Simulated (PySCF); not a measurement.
SMILES Cc1ccccc1[SiH3] (C₇H₁₀Si) at its GFN2-xTB optimised geometry (Å):

```
18

C     -1.7554    -1.7716     0.0012
C     -0.9950    -0.4806     0.0000
C     -1.6824     0.7250    -0.0002
C     -1.0070     1.9329    -0.0004
C      0.3762     1.9427    -0.0002
C      1.0657     0.7441     0.0000
C      0.4044    -0.4806     0.0000
Si     1.4040    -2.0804    -0.0014
H     -1.5071    -2.3598     0.8837
H     -1.4994    -2.3663    -0.8746
H     -2.8281    -1.5908    -0.0039
H     -2.7641     0.7198    -0.0003
H     -1.5595     2.8614    -0.0006
H      0.9147     2.8795    -0.0003
H      2.1469     0.7575    -0.0001
H      1.0828    -2.8795     1.1860
H      2.8281    -1.7411     0.0128
H      1.1021    -2.8627    -1.2050
```

Method: PBE/def2-SVP run with PySCF. Cells within 0.4 Å of a nucleus heavier than hydrogen are left out (blank, or x).

Map of the electron localisation function on the plane z = 0.0 Å:

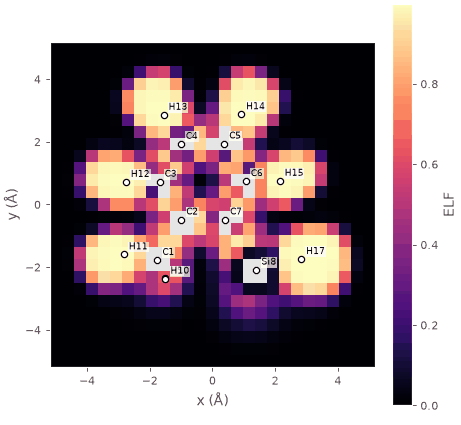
*Electron localisation function on the plane z = 0.0 Å.*
